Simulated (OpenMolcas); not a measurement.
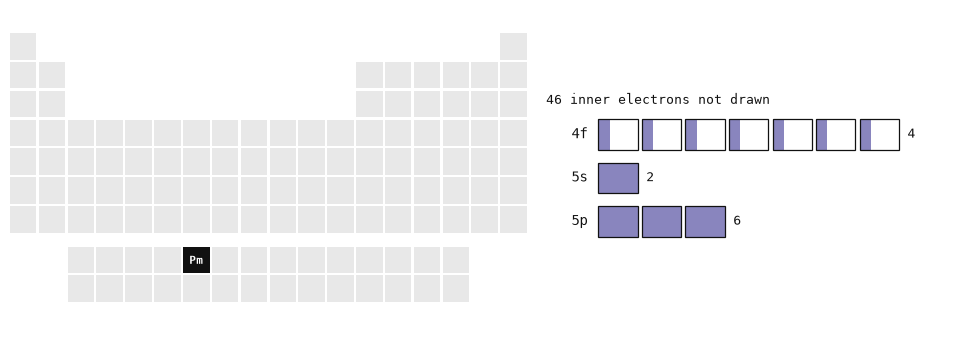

Left, the place of promethium in the periodic table; right, the outer shells of the leading configuration of the lowest level: a box for each of the 2l + 1 orbitals, shaded by the share of the shell that is filled, with the electron count at the right.

**Multiconfigurational calculation for Pm³⁺ complex (part 1 of 2)**

- system: Pm³⁺ with 6 ligands (H2O; octahedron, 2.33 Å), with no charges around it.
- method: state-averaged CASSCF, active space 4 electrons in the shell 4f, basis ANO-RCC-VDZP on the metal and ANO-RCC-VDZP on the ligands, DKH2 scalar Hamiltonian, spin-orbit coupling by RASSI with atomic mean-field integrals (OpenMolcas)

**The input**
```
&GATEWAY
Coord
19

Pm 0.0 0.0 0.0
O 2.330000 0.000000 0.000000
H 2.906978 0.779741 0.000000
H 2.906978 -0.779741 0.000000
O 0.000000 2.330000 0.000000
H 0.000000 2.906978 0.779741
H 0.000000 2.906978 -0.779741
O -2.330000 0.000000 0.000000
H -2.906978 0.779741 0.000000
H -2.906978 -0.779741 0.000000
O 0.000000 -2.330000 0.000000
H 0.000000 -2.906978 0.779741
H 0.000000 -2.906978 -0.779741
O 0.000000 0.000000 2.330000
H 0.779741 0.000000 2.906978
H -0.779741 0.000000 2.906978
O 0.000000 0.000000 -2.330000
H 0.779741 0.000000 -2.906978
H -0.779741 0.000000 -2.906978
Basis=Pm.ANO-RCC-VDZP,H.ANO-RCC-VDZP,O.ANO-RCC-VDZP
Group=XYZ
NoMove
AngMom=0.0 0.0 0.0
AMFI
RICD
&SEWARD
&RASSCF
FileOrb=start.orb
Symmetry=1
Spin=5
nActEl=4 0 0
Inactive=30 27
Ras2=0 7
CIRoot=35 35 1
SDav=35
CIMx=300
Iter=150 100
PrWF=0.3
OrbListing=Nothing
MaxOrb=0
LevShft=1.0
>>> COPY $Project.JobIph JOB001
&RASSCF
FileOrb=start.orb
Symmetry=1
Spin=3
nActEl=4 0 0
Inactive=30 27
Ras2=0 7
CIRoot=162 162 1
SDav=210
CIMx=300
Iter=150 100
PrWF=0.3
OrbListing=Nothing
MaxOrb=0
CIOnly
LevShft=1.0
>>> COPY $Project.JobIph JOB002
&RASSCF
FileOrb=start.orb
Symmetry=1
Spin=1
nActEl=4 0 0
Inactive=30 27
Ras2=0 7
CIRoot=162 162 1
SDav=196
CIMx=300
Iter=150 100
PrWF=0.3
OrbListing=Nothing
MaxOrb=0
CIOnly
LevShft=1.0
>>> COPY $Project.JobIph JOB003
&RASSI
NrOfJobIphs=3 32 106 31
1 2 3 4 5 6 7 8 9 10 11 12 13 14 15 16 17 18 19 20 21 22 23 24 25 26 27
28 29 30 31 32
1 2 3 4 5 6 7 8 9 10 11 12 13 14 15 16 17 18 19 20 21 22 23 24 25 26 27
28 29 30 31 32 33 34 35 36 37 38 39 40 41 42 43 44 45 46 47 48 49 50 51
52 53 54 55 56 57 58 59 60 61 62 63 64 65 66 67 68 69 70 71 72 73 74 75
76 77 78 79 80 81 82 83 84 85 86 87 88 89 90 91 92 93 94 95 96 97 98 99
100 101 102 103 104 105 106
1 2 3 4 5 6 7 8 9 10 11 12 13 14 15 16 17 18 19 20 21 22 23 24 25 26 27
28 29 30 31
IphNames
JOB001
JOB002
JOB003
EJob
SpinOrbit
DIPRint=1.0
SOCoupling=1000.0
Subsets=2
Property=9
'ANGMOM' 1 'ANGMOM' 2 'ANGMOM' 3 'MLTPL  1' 1 'MLTPL  1' 2 'MLTPL  1' 3
'AMFI' 1 'AMFI' 2 'AMFI' 3
SOProperty=3
'ANGMOM' 1 'ANGMOM' 2 'ANGMOM' 3
```

The file start.orb holds starting orbitals from an earlier step. A driver script formed the levels outside the program, from RASSI's spin-orbit matrix and the active-space energies, averaged over the components of each term or state.

Hardware: 1 thread of Arm Neoverse V1, 24 GiB of memory available, shared host.

Run as:
```bash
OMP_NUM_THREADS=1 MOLCAS_MEM=2457 MOLCAS_PROJECT=a pymolcas a.inp > a.log  # once for each step of the input, in one work folder
```

**Output (extracts)**
```
--- SEWARD ---
Basis set label: PM.ANO-RCC...7S6P4D2F1G.

      Electronic valence basis set:
      ------------------
      Associated Effective Charge  61.000000 au
      Associated Actual Charge     61.000000 au
      Nuclear Model: Point charge

      Shell  nPrim  nBasis  Cartesian Spherical Contaminant
         s      25       7        X
         p      22       6        X
         d      15       4                 X
         f      11       2                 X
         g       4       1                 X
                  Relativistic Douglas-Kroll-Hess integrals:
                    - DKH order of Hamiltonian: 2
                    - DKH order of Properties : 0
                  Atomic mean-field integrals
--- RASSCF ---
Wave function specifications:
      -----------------------------

      Number of closed shell electrons         114
      Number of electrons in active shells       4
      Max number of holes in RAS1 space          0
      Max nr of electrons in RAS3 space          0
      Number of inactive orbitals               57
      Number of active orbitals                  7
      Number of secondary orbitals             148
      Spin quantum number                      2.0
      State symmetry                             1
Orbital specifications:
      -----------------------

      Symmetry species                           1   2
                                                ag  au
      Frozen orbitals                            0   0
      Inactive orbitals                         30  27
      Active orbitals                            0   7
      RAS1 orbitals                              0   0
      RAS2 orbitals                              0   7
      RAS3 orbitals                              0   0
      Secondary orbitals                        78  70
      Deleted orbitals                           0   0
      Number of basis functions                108 104
      Number of CSFs                            35
      Number of root(s) required                35
      Iter CI   SX   CI       RASSCF       Energy    max ROT     max BLB   max BLB  Level Ln srch  Step   QN
          iter iter root      energy       change     param      element    value   shift minimum  type update
 Nr of preliminary CI iterations:   1
      Total energies have been shifted. Add               -10000.00 au
        1   1   11    0  -467.81931821    0.00E+00   6.71E-02   11  46 2 -2.61E-01*  0.70   0.00    SX    NO
        2   1   11    0  -468.02811747   -2.09E-01*  2.46E-02   14  35 1 -8.59E-02*  0.81   0.00    SX    NO
        3   1   10    0  -468.06260299   -3.45E-02* -1.38E-02   26  35 1  4.87E-02*  0.75   0.00    SX    NO
        4   1   10    0  -468.07135226   -8.75E-03* -6.40E-03   27  33 1  2.30E-02*  0.79   0.00    SX    NO
        5   1   10    0  -468.07374947   -2.40E-03*  5.39E-03   26  35 1  1.28E-02*  0.78   1.88    LS   YES
        6   1   10    0  -468.07441827   -6.69E-04*  3.68E-03   14  35 1  1.44E-02*  0.77   1.04    QN   YES
        7   1    8    0  -468.07488890   -4.71E-04*  6.76E-04   27  33 1 -2.19E-03*  0.79   0.98    QN   YES
        8   1    8    0  -468.07492250   -3.36E-05*  7.32E-04   27  33 1 -1.25E-03*  0.79   2.09    LS   YES
        9   1    8    0  -468.07493481   -1.23E-05* -3.46E-04   10  45 2 -8.65E-04*  0.79   0.99    QN   YES
       10   1    7    0  -468.07493815   -3.34E-06*  2.79E-04   10  45 2 -3.21E-04*  0.79   1.81    LS   YES
       11   1    8    0  -468.07493898   -8.28E-07* -9.73E-05   27  33 1 -2.18E-04*  0.79   1.00    QN   YES
       12   1    7    0  -468.07493936   -3.85E-07* -3.92E-05   25  45 1  8.73E-05   0.79   1.40    LS   YES
       13   1    6    0  -468.07493940   -3.40E-08* -1.86E-05   14  35 1  7.38E-05   0.79   0.99    QN   YES
       14   1    6    0  -468.07493943   -3.07E-08* -1.84E-05   25  45 1  3.32E-05   0.79   1.60    QN   YES
       15   1    4    0  -468.07493943   -7.69E-09  -5.44E-06   25  45 1  1.09E-05   0.79   1.10    QN   YES
      Convergence after 15 iterations
       16   1    4    0  -468.07493943   -5.58E-10  -5.44E-06   25  45 1  4.49E-06   0.79   1.10    QN   YES
      Natural orbitals and occupation numbers for root  1
      sym 2:   0.737424   0.290915   0.953731   0.135093   0.879339   0.777314   0.226183
      Natural orbitals and occupation numbers for root  2
      sym 2:   0.094773   0.276958   0.906109   0.241879   0.749110   0.760268   0.970902
      Natural orbitals and occupation numbers for root  3
      sym 2:   0.963568   0.109673   0.290169   0.891026   0.263334   0.722730   0.759500
::    RASSCF root number  1 Total energy: -10468.14469707
::    RASSCF root number  2 Total energy: -10468.14469707
::    RASSCF root number  3 Total energy: -10468.14469707
::    RASSCF root number  4 Total energy: -10468.14467797
::    RASSCF root number  5 Total energy: -10468.14421899
::    RASSCF root number  6 Total energy: -10468.14421899
::    RASSCF root number  7 Total energy: -10468.14421899
::    RASSCF root number  8 Total energy: -10468.14269982
::    RASSCF root number  9 Total energy: -10468.14269982
::    RASSCF root number 10 Total energy: -10468.14181238
::    RASSCF root number 11 Total energy: -10468.14181238
::    RASSCF root number 12 Total energy: -10468.14181238
::    RASSCF root number 13 Total energy: -10468.14077211
::    RASSCF root number 14 Total energy: -10468.07642666
::    RASSCF root number 15 Total energy: -10468.07572891
::    RASSCF root number 16 Total energy: -10468.07572891
::    RASSCF root number 17 Total energy: -10468.07572891
::    RASSCF root number 18 Total energy: -10468.07517074
::    RASSCF root number 19 Total energy: -10468.07363405
::    RASSCF root number 20 Total energy: -10468.07363405
::    RASSCF root number 21 Total energy: -10468.07363405
::    RASSCF root number 22 Total energy: -10468.03869620
::    RASSCF root number 23 Total energy: -10468.03691730
::    RASSCF root number 24 Total energy: -10468.03691730
::    RASSCF root number 25 Total energy: -10468.03691730
::    RASSCF root number 26 Total energy: -10468.03541664
::    RASSCF root number 27 Total energy: -10468.03541664
::    RASSCF root number 28 Total energy: -10468.03407234
::    RASSCF root number 29 Total energy: -10468.03407234
::    RASSCF root number 30 Total energy: -10468.03407234
--- RASSCF ---
Wave function specifications:
      -----------------------------

      Number of closed shell electrons         114
      Number of electrons in active shells       4
      Max number of holes in RAS1 space          0
      Max nr of electrons in RAS3 space          0
      Number of inactive orbitals               57
      Number of active orbitals                  7
      Number of secondary orbitals             148
      Spin quantum number                      1.0
      State symmetry                             1
Orbital specifications:
      -----------------------

      Symmetry species                           1   2
                                                ag  au
      Frozen orbitals                            0   0
      Inactive orbitals                         30  27
      Active orbitals                            0   7
      RAS1 orbitals                              0   0
      RAS2 orbitals                              0   7
      RAS3 orbitals                              0   0
      Secondary orbitals                        78  70
      Deleted orbitals                           0   0
      Number of basis functions                108 104
      Number of CSFs                           210
      Number of root(s) required               162
      Iter CI   SX   CI       RASSCF       Energy    max ROT     max BLB   max BLB  Level Ln srch  Step   QN
          iter iter root      energy       change     param      element    value   shift minimum  type update
 Nr of preliminary CI iterations:   1
        1   1    0    0-10467.98199086    0.00E+00   0.00E+00   28  35 2 -7.90E-03*  0.00   0.00    SX    NO
      Natural orbitals and occupation numbers for root  1
      sym 2:   0.536879   0.550366   0.640254   0.498266   0.644806   0.610142   0.519286
      Natural orbitals and occupation numbers for root  2
      sym 2:   0.644555   0.498192   0.519461   0.536786   0.610139   0.640558   0.550309
      Natural orbitals and occupation numbers for root  3
      sym 2:   0.610314   0.536928   0.498139   0.519251   0.640346   0.644727   0.550295
::    RASSCF root number  1 Total energy: -10468.06235066
::    RASSCF root number  2 Total energy: -10468.06235066
::    RASSCF root number  3 Total energy: -10468.06235066
::    RASSCF root number  4 Total energy: -10468.06217897
::    RASSCF root number  5 Total energy: -10468.06217897
::    RASSCF root number  6 Total energy: -10468.06217897
::    RASSCF root number  7 Total energy: -10468.06191374
::    RASSCF root number  8 Total energy: -10468.06170342
::    RASSCF root number  9 Total energy: -10468.06170342
::    RASSCF root number 10 Total energy: -10468.06170342
::    RASSCF root number 11 Total energy: -10468.06161473
::    RASSCF root number 12 Total energy: -10468.06161473
::    RASSCF root number 13 Total energy: -10468.06156235
::    RASSCF root number 14 Total energy: -10468.06156235
::    RASSCF root number 15 Total energy: -10468.06156235
::    RASSCF root number 16 Total energy: -10468.04075277
::    RASSCF root number 17 Total energy: -10468.04075277
::    RASSCF root number 18 Total energy: -10468.04075277
::    RASSCF root number 19 Total energy: -10468.04053073
::    RASSCF root number 20 Total energy: -10468.04053073
::    RASSCF root number 21 Total energy: -10468.03821225
::    RASSCF root number 22 Total energy: -10468.03821225
::    RASSCF root number 23 Total energy: -10468.03821225
::    RASSCF root number 24 Total energy: -10468.03774449
::    RASSCF root number 25 Total energy: -10468.03774449
::    RASSCF root number 26 Total energy: -10468.03774449
::    RASSCF root number 27 Total energy: -10468.03251620
::    RASSCF root number 28 Total energy: -10468.03251620
::    RASSCF root number 29 Total energy: -10468.03251620
::    RASSCF root number 30 Total energy: -10468.03208787
--- RASSCF ---
Wave function specifications:
      -----------------------------

      Number of closed shell electrons         114
      Number of electrons in active shells       4
      Max number of holes in RAS1 space          0
      Max nr of electrons in RAS3 space          0
      Number of inactive orbitals               57
      Number of active orbitals                  7
      Number of secondary orbitals             148
      Spin quantum number                      0.0
      State symmetry                             1
Orbital specifications:
      -----------------------

      Symmetry species                           1   2
                                                ag  au
      Frozen orbitals                            0   0
      Inactive orbitals                         30  27
      Active orbitals                            0   7
      RAS1 orbitals                              0   0
      RAS2 orbitals                              0   7
      RAS3 orbitals                              0   0
      Secondary orbitals                        78  70
      Deleted orbitals                           0   0
      Number of basis functions                108 104
      Number of CSFs                           196
      Number of root(s) required               162
      Iter CI   SX   CI       RASSCF       Energy    max ROT     max BLB   max BLB  Level Ln srch  Step   QN
          iter iter root      energy       change     param      element    value   shift minimum  type update
 Nr of preliminary CI iterations:   1
        1   1    0    0-10467.91302707    0.00E+00   0.00E+00   28  35 2 -1.37E-02*  0.00   0.00    SX    NO
      Natural orbitals and occupation numbers for root  1
      sym 2:   0.799160   0.244858   0.444187   0.300804   0.851024   0.843521   0.516447
      Natural orbitals and occupation numbers for root  2
      sym 2:   0.863293   0.237501   0.836328   0.496753   0.792708   0.440233   0.333184
      Natural orbitals and occupation numbers for root  3
      sym 2:   0.829862   0.192158   0.811732   0.393301   0.854324   0.492911   0.425713
::    RASSCF root number  1 Total energy: -10468.01324061
::    RASSCF root number  2 Total energy: -10468.01324061
::    RASSCF root number  3 Total energy: -10468.01324061
::    RASSCF root number  4 Total energy: -10468.01323138
::    RASSCF root number  5 Total energy: -10468.01323138
::    RASSCF root number  6 Total energy: -10468.01226430
::    RASSCF root number  7 Total energy: -10468.01226430
::    RASSCF root number  8 Total energy: -10468.01226430
::    RASSCF root number  9 Total energy: -10468.01168462
::    RASSCF root number 10 Total energy: -10468.01159023
::    RASSCF root number 11 Total energy: -10468.01159023
::    RASSCF root number 12 Total energy: -10468.01159023
::    RASSCF root number 13 Total energy: -10468.01139267
::    RASSCF root number 14 Total energy: -10468.01139267
::    RASSCF root number 15 Total energy: -10468.01100069
::    RASSCF root number 16 Total energy: -10468.01100069
::    RASSCF root number 17 Total energy: -10468.01100069
::    RASSCF root number 18 Total energy: -10467.99736465
::    RASSCF root number 19 Total energy: -10467.99736465
::    RASSCF root number 20 Total energy: -10467.99723551
::    RASSCF root number 21 Total energy: -10467.99723551
::    RASSCF root number 22 Total energy: -10467.99723551
::    RASSCF root number 23 Total energy: -10467.98830304
::    RASSCF root number 24 Total energy: -10467.98830304
::    RASSCF root number 25 Total energy: -10467.98830304
::    RASSCF root number 26 Total energy: -10467.98552650
::    RASSCF root number 27 Total energy: -10467.98552650
::    RASSCF root number 28 Total energy: -10467.98422155
::    RASSCF root number 29 Total energy: -10467.98422155
::    RASSCF root number 30 Total energy: -10467.98422155
```

(Continued in part 2.) Outcome of the run: converged.
